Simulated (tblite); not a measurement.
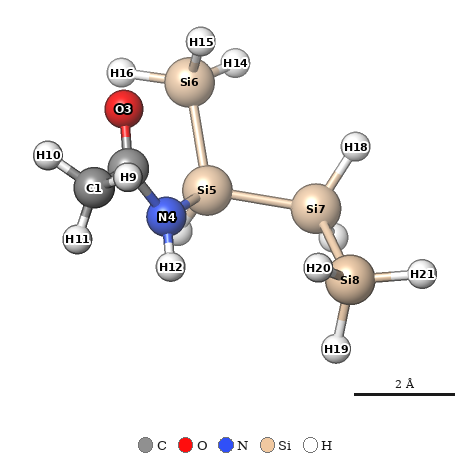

Figure 1. The starting structure (ball-and-stick view, seen at a tilt; atoms are numbered from 1 in the order of the input).

**Geometry relaxation of C₂H₁₃NOSi₄ (part 1 of 2)**

- system: C₂H₁₃NOSi₄
- method: GFN2-xTB geometry optimisation, gas phase (tblite 0.8.0)

The input
```
{"job": {"kind": "relax", "xc": "GFN2-xTB", "basis": "xTB"}, "charge": 0, "multiplicity": 1}
C     -3.238100    -0.814100     0.223800
C     -2.063000     0.066200    -0.004500
O     -2.148400     1.247200     0.397300
N     -0.861800    -0.433600    -0.629800
Si     0.524000     0.664200    -0.843500
Si     0.084000     2.717200    -0.077100
Si     2.397800    -0.040700     0.083200
Si     2.375300    -2.199500     0.630100
H     -3.160000    -1.241300     1.226200
H     -4.136300    -0.132800     0.122600
H     -3.284400    -1.525500    -0.608600
H     -0.800500    -1.448000    -0.939700
H      0.750400     0.729100    -2.309300
H      1.366200     3.470400    -0.076400
H     -0.505900     2.670600     1.260100
H     -0.805400     3.427300    -1.009100
H      3.488000     0.157800    -0.895000
H      2.782300     0.745500     1.273900
H      2.616700    -3.005300    -0.590600
H      1.111500    -2.602300     1.253600
H      3.498800    -2.435400     1.512200
```

The first line tells a small driver script what to run in tblite; the rest is the geometry in Å.

Hardware: 1 CPU thread, shared host.

Command:
```bash
OMP_NUM_THREADS=1 python <driver script> task.json out
```

What the program printed
```
step      E/eV     max force
  0    -674.55778    2.766
  1    -674.85765    2.497
  2    -675.00616    1.417
  3    -675.08870    0.671
  4    -675.17878    0.683
  5    -675.23002    0.833
  6    -675.29421    0.678
  7    -675.33084    0.482
  8    -675.36478    0.472
  9    -675.39372    0.561
 10    -675.42312    0.494
 11    -675.44802    0.324
 12    -675.46404    0.278
 13    -675.47514    0.245
 14    -675.48428    0.220
 15    -675.49172    0.170
 16    -675.49884    0.175
 17    -675.50585    0.232
 18    -675.51291    0.227
 19    -675.51982    0.231
 20    -675.52529    0.147
 21    -675.52923    0.164
 22    -675.53312    0.137
 23    -675.53776    0.182
 24    -675.54291    0.182
 25    -675.54808    0.167
 26    -675.55307    0.196
 27    -675.55815    0.162
 28    -675.56331    0.188
 29    -675.56746    0.126
 30    -675.57023    0.112
 31    -675.57243    0.114
 32    -675.57447    0.144
 33    -675.57634    0.122
 34    -675.57794    0.112
 35    -675.57938    0.103
 36    -675.58093    0.098
 37    -675.58235    0.096
 38    -675.58326    0.071
 39    -675.58380    0.077
 40    -675.58435    0.073
 41    -675.58510    0.093
 42    -675.58597    0.086
 43    -675.58666    0.047
 44    -675.58706    0.041
 45    -675.58735    0.035
 46    -675.58767    0.054
 47    -675.58806    0.068
 48    -675.58856    0.069
 49    -675.58923    0.093
 50    -675.59011    0.099
 51    -675.59106    0.082
 52    -675.59184    0.068
 53    -675.59237    0.059
 54    -675.59284    0.062
 55    -675.59344    0.063
 56    -675.59422    0.087
 57    -675.59516    0.117
 58    -675.59611    0.114
 59    -675.59700    0.080
 60    -675.59778    0.058
 61    -675.59852    0.058
 62    -675.59926    0.080
 63    -675.59997    0.074
 64    -675.60055    0.043
 65    -675.60098    0.044
 66    -675.60138    0.046
 67    -675.60188    0.069
 68    -675.60247    0.073
 69    -675.60300    0.046
 70    -675.60331    0.036
 71    -675.60350    0.036
 72    -675.60369    0.040
 73    -675.60399    0.051
 74    -675.60444    0.052
 75    -675.60495    0.055
 76    -675.60535    0.058
 77    -675.60564    0.043
 78    -675.60591    0.048
 79    -675.60626    0.070
 80    -675.60679    0.086
 81    -675.60743    0.083
 82    -675.60804    0.059
 83    -675.60849    0.040
 84    -675.60884    0.051
 85    -675.60919    0.067
 86    -675.60961    0.062
 87    -675.61004    0.048
 88    -675.61029    0.033
 89    -675.61048    0.037
 90    -675.61075    0.043
 91    -675.61103    0.051
 92    -675.61135    0.041
 93    -675.61160    0.033
 94    -675.61179    0.030
 95    -675.61196    0.038
 96    -675.61214    0.041
 97    -675.61237    0.034
 98    -675.61270    0.048
 99    -675.61314    0.069
100    -675.61365    0.069
101    -675.61410    0.044
102    -675.61441    0.034
103    -675.61461    0.033
104    -675.61479    0.042
105    -675.61503    0.041
106    -675.61554    0.051
107    -675.61600    0.064
108    -675.61639    0.055
109    -675.61667    0.038
110    -675.61685    0.043
111    -675.61697    0.022
112    -675.61707    0.021
113    -675.61718    0.027
114    -675.61732    0.033
115    -675.61756    0.042
116    -675.61787    0.036
117    -675.61809    0.032
118    -675.61823    0.039
119    -675.61836    0.040
120    -675.61851    0.036
121    -675.61866    0.021
122    -675.61880    0.026
123    -675.61889    0.019
124    -675.61897    0.023
125    -675.61904    0.021
126    -675.61913    0.017
127    -675.61925    0.021
128    -675.61941    0.033
129    -675.61959    0.033
130    -675.61974    0.024
131    -675.61985    0.022
132    -675.61992    0.023
133    -675.62000    0.026
134    -675.62012    0.021
135    -675.62029    0.021
136    -675.62036    0.022
137    -675.62046    0.019
138    -675.62053    0.018
139    -675.62062    0.017
140    -675.62071    0.021
141    -675.62079    0.019
142    -675.62087    0.017
143    -675.62092    0.022
144    -675.62097    0.017
145    -675.62103    0.022
146    -675.62109    0.027
147    -675.62116    0.020
148    -675.62122    0.013
149    -675.62124    0.012
150    -675.62127    0.012
151    -675.62131    0.019
152    -675.62135    0.021
153    -675.62141    0.017
154    -675.62146    0.016
155    -675.62151    0.014
156    -675.62156    0.015
157    -675.62162    0.019
158    -675.62168    0.017
159    -675.62174    0.017
160    -675.62179    0.014
161    -675.62184    0.015
162    -675.62189    0.016
163    -675.62194    0.016
164    -675.62199    0.016
165    -675.62204    0.016
166    -675.62210    0.016
167    -675.62217    0.023
168    -675.62224    0.023
169    -675.62232    0.022
170    -675.62240    0.020
171    -675.62247    0.018
172    -675.62252    0.013
173    -675.62256    0.014
174    -675.62260    0.020
175    -675.62264    0.020
176    -675.62270    0.014
177    -675.62275    0.017
178    -675.62279    0.017
179    -675.62282    0.018
180    -675.62284    0.015
181    -675.62286    0.010
```

Trajectory as extended XYZ (Å, eV, eV/Å), 11 of the 182 frames kept, from step=0 to step=181
```
21
Properties=species:S:1:pos:R:3:forces:R:3 step=0 energy=-674.55778
C    -3.2381   -0.8141    0.2238   -0.6480   0.3430  -1.0710
C    -2.0630    0.0662   -0.0045    2.1340   1.6410  -0.0950
O    -2.1484    1.2472    0.3973    0.8560  -2.3000  -1.2750
N    -0.8618   -0.4336   -0.6298   -1.9720  -0.0680   0.8310
Si    0.5240    0.6642   -0.8435   -1.1930   0.0290  -1.1730
Si    0.0840    2.7172   -0.0771   -0.7960   1.0360   0.3230
Si    2.3978   -0.0407    0.0832    1.4990   0.2730   0.3820
Si    2.3753   -2.1995    0.6301    0.2100  -1.0890  -0.1140
H    -3.1600   -1.2413    1.2262   -0.2630  -0.1410  -0.4120
H    -4.1363   -0.1328    0.1226    0.8350  -0.8730   0.4650
H    -3.2844   -1.5255   -0.6086   -0.1210  -0.3240   0.6120
H    -0.8005   -1.4480   -0.9397   -0.5290   1.7950   0.6920
H     0.7504    0.7291   -2.3093   -0.2210  -0.2530  -0.0260
H     1.3662    3.4704   -0.0764   -0.2060  -0.0770   0.0760
H    -0.5059    2.6706    1.2601    0.3870   0.3500   0.0060
H    -0.8054    3.4273   -1.0091    0.0900   0.0550   0.1820
H     3.4880    0.1578   -0.8950   -0.0500   0.1050   0.1620
H     2.7823    0.7455    1.2739   -0.0040   0.0380  -0.1750
H     2.6167   -3.0053   -0.5906   -0.1750  -0.0290   0.3230
H     1.1115   -2.6023    1.2536    0.0760  -0.1640   0.0040
H     3.4988   -2.4354    1.5122    0.0920  -0.3480   0.2820
21
Properties=species:S:1:pos:R:3:forces:R:3 step=18 energy=-675.51291
C    -3.1600   -0.8063    0.1407    0.0400   0.0490   0.0470
C    -2.0135    0.1648   -0.0623   -0.0290  -0.0750   0.0490
O    -2.1133    1.3401    0.2596   -0.0330  -0.1060  -0.0720
N    -0.8812   -0.3327   -0.5802    0.0880   0.0660  -0.0050
Si    0.4995    0.7538   -0.9220    0.0540   0.0450   0.1140
Si   -0.0723    2.8274   -0.0596    0.0270   0.0350  -0.0230
Si    2.4415   -0.0884    0.0435   -0.0490  -0.2180   0.0420
Si    2.4798   -2.3280    0.6684    0.0000   0.0020   0.0230
H    -3.0590   -1.2649    1.1269    0.0570  -0.0270  -0.1130
H    -4.0957   -0.2500    0.1388    0.0280  -0.0690  -0.0900
H    -3.1669   -1.5861   -0.6239   -0.0310   0.1420   0.1390
H    -0.8811   -1.3046   -0.8543   -0.0580   0.0920   0.1050
H     0.5335    0.5320   -2.3815    0.0450   0.0530  -0.1140
H     1.2259    3.5507   -0.1155   -0.0090   0.0420  -0.0580
H    -0.4190    2.9067    1.3522   -0.0020  -0.0670   0.0630
H    -0.9763    3.6193   -0.8779   -0.1240   0.0220  -0.0490
H     3.5579    0.2125   -0.8643    0.0100  -0.0510  -0.0590
H     2.7755    0.7534    1.2032   -0.0170  -0.0150   0.0680
H     2.6143   -3.2056   -0.5019    0.0080  -0.0010   0.0220
H     1.1966   -2.7101    1.2849    0.0380   0.0250  -0.0210
H     3.5048   -2.7669    1.6250   -0.0430   0.0550  -0.0680
21
Properties=species:S:1:pos:R:3:forces:R:3 step=36 energy=-675.58093
C    -3.1046   -0.7909    0.1312    0.0250   0.0260  -0.0060
C    -2.0047    0.2277   -0.0808    0.0730  -0.0140  -0.0040
O    -2.1662    1.4139    0.1608   -0.0340  -0.0230   0.0010
N    -0.8347   -0.2500   -0.5284    0.0260  -0.0190   0.0040
Si    0.5393    0.8328   -0.9028   -0.0270   0.0240   0.0800
Si   -0.1515    2.8979   -0.0976    0.0380  -0.0040  -0.0230
Si    2.4111   -0.1794    0.0427   -0.0900  -0.0260  -0.0290
Si    2.4629   -2.4113    0.6624   -0.0240  -0.0190   0.0140
H    -2.9527   -1.2815    1.0922    0.0190   0.0000  -0.0120
H    -4.0715   -0.2935    0.1497    0.0460  -0.0040  -0.0190
H    -3.0829   -1.5441   -0.6548   -0.0480   0.0270   0.0330
H    -0.7932   -1.2450   -0.6831   -0.0060  -0.0020  -0.0150
H     0.5848    0.6557   -2.3730    0.0000  -0.0170  -0.0240
H     1.0608    3.7460   -0.2579   -0.0150   0.0130  -0.0100
H    -0.3444    2.8558    1.3504   -0.0430   0.0240  -0.0030
H    -1.1890    3.6169   -0.8265   -0.0190  -0.0230   0.0170
H     3.5313    0.0702   -0.8728    0.0740   0.0210  -0.0430
H     2.7714    0.5987    1.2370    0.0440   0.0470   0.0590
H     2.6103   -3.3308   -0.4691   -0.0030  -0.0110  -0.0380
H     1.1998   -2.7956    1.3064   -0.0380  -0.0190   0.0170
H     3.5149   -2.7766    1.6137    0.0030   0.0020   0.0020
21
Properties=species:S:1:pos:R:3:forces:R:3 step=54 energy=-675.59284
C    -3.0684   -0.7886    0.1382    0.0100  -0.0100  -0.0130
C    -1.9573    0.2136   -0.0746    0.0070   0.0110  -0.0250
O    -2.1291    1.4021    0.1539   -0.0280   0.0160   0.0530
N    -0.7817   -0.2591   -0.5037   -0.0180   0.0160  -0.0120
Si    0.5695    0.8632   -0.8610    0.0000  -0.0370   0.0240
Si   -0.2046    2.9217   -0.1137    0.0140   0.0070  -0.0090
Si    2.4274   -0.1887    0.0642   -0.0270  -0.0150  -0.0110
Si    2.4178   -2.4340    0.6538   -0.0170   0.0010  -0.0030
H    -2.9005   -1.3098    1.0793    0.0040  -0.0110   0.0120
H    -4.0197   -0.2655    0.1921    0.0170  -0.0130   0.0150
H    -3.0936   -1.5196   -0.6662    0.0020  -0.0120  -0.0170
H    -0.7354   -1.2496   -0.6861   -0.0080   0.0140   0.0270
H     0.6222    0.6738   -2.3311    0.0130   0.0020  -0.0270
H     0.9696    3.8143   -0.3078    0.0170   0.0220  -0.0090
H    -0.4071    2.9385    1.3325   -0.0130  -0.0110   0.0200
H    -1.2743    3.5828   -0.8502   -0.0040  -0.0130  -0.0310
H     3.5454    0.0186   -0.8706    0.0290   0.0270   0.0020
H     2.8392    0.5680    1.2594    0.0260   0.0190   0.0100
H     2.5485   -3.3302   -0.5017    0.0060   0.0060   0.0150
H     1.1515   -2.8227    1.2928   -0.0080   0.0080   0.0040
H     3.4718   -2.8119    1.5998   -0.0220  -0.0250  -0.0220
21
Properties=species:S:1:pos:R:3:forces:R:3 step=72 energy=-675.60369
C    -3.0161   -0.8139    0.1558   -0.0010  -0.0040   0.0040
C    -1.9234    0.2148   -0.0275    0.0130  -0.0050  -0.0350
O    -2.1143    1.3930    0.2365    0.0090  -0.0030   0.0100
N    -0.7442   -0.2316   -0.4754    0.0050   0.0030  -0.0130
Si    0.6121    0.8922   -0.8097   -0.0010  -0.0110   0.0160
Si   -0.2477    2.9476   -0.1467    0.0030   0.0090  -0.0030
Si    2.4696   -0.1850    0.1000   -0.0340   0.0100  -0.0140
Si    2.3493   -2.4427    0.6334   -0.0130  -0.0070  -0.0050
H    -2.8094   -1.4013    1.0486    0.0250  -0.0310   0.0030
H    -3.9697   -0.3102    0.2854   -0.0040   0.0120  -0.0020
H    -3.0656   -1.4812   -0.7016    0.0060  -0.0100   0.0010
H    -0.6926   -1.2176   -0.6786    0.0010   0.0020   0.0150
H     0.7051    0.6998   -2.2806   -0.0170  -0.0070   0.0070
H     0.8805    3.8932   -0.3721    0.0010  -0.0080  -0.0160
H    -0.4863    3.0422    1.2905    0.0090   0.0040   0.0020
H    -1.3269    3.4809   -0.9726    0.0160   0.0140   0.0100
H     3.5846    0.0050   -0.8441    0.0070   0.0020  -0.0010
H     2.9349    0.5495    1.2896   -0.0100  -0.0030   0.0230
H     2.4339   -3.3049   -0.5525   -0.0050   0.0110   0.0120
H     1.0557   -2.7728    1.2522   -0.0070   0.0110  -0.0030
H     3.3618   -2.9399    1.5688   -0.0050   0.0110  -0.0140
```
